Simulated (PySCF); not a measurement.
BrGeH3, SMILES `Br[GeH3]`.

Level of theory: ωB97X/def2-TZVP (PySCF), at a geometry from GFN2-xTB. No frequency check shows the geometry to be a minimum. A basis without diffuse functions makes polarisabilities too small. GFN2-xTB bond lengths at metals and heavier atoms can be off by up to 0.1 Å and shapes distorted, which carries into these values.

Cartesian coordinates (Å):

```
Br1      1.1481    0.0000    0.0000
Ge2     -1.1100    0.0000    0.0000
H3      -1.5549   -1.3802   -0.3782
H4      -1.5549    0.3626    1.3844
H5      -1.5549    1.0176   -1.0062
```

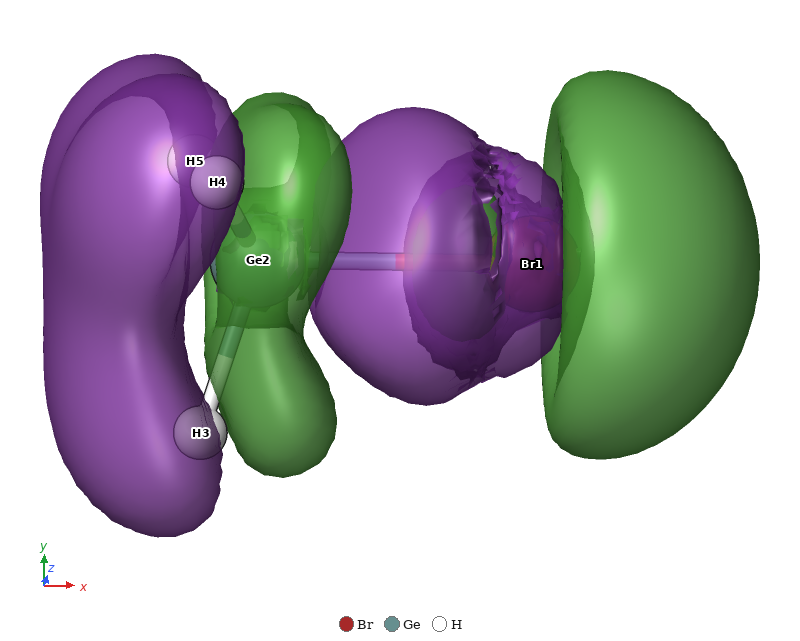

Change of the electron density in a uniform field of 0.21 V/Å, surfaces at ±0.001 e/Å³ (purple: gain, green: loss).

Question: Along which Cartesian direction does the field point?

Answer: Along +x: electrons gather on the −x side, against the field.

Question: What dipole is induced, and what polarisability does it imply?

Answer: The induced dipole is 0.62 D (along the field); α along this axis, from the fields in both directions, is 60 bohr³ (8.9 Å³).

Question: Which atoms gain and lose the most charge?

Answer: Electrons gather most on Ge2 (Hirshfeld charge changes by −0.011 e) and leave Br1 most (+0.027 e); 0.049 electrons are displaced in all.

Run time: 44 s on 1 thread of Arm Neoverse N1, with other jobs on the host, peak memory 0.58 GiB.
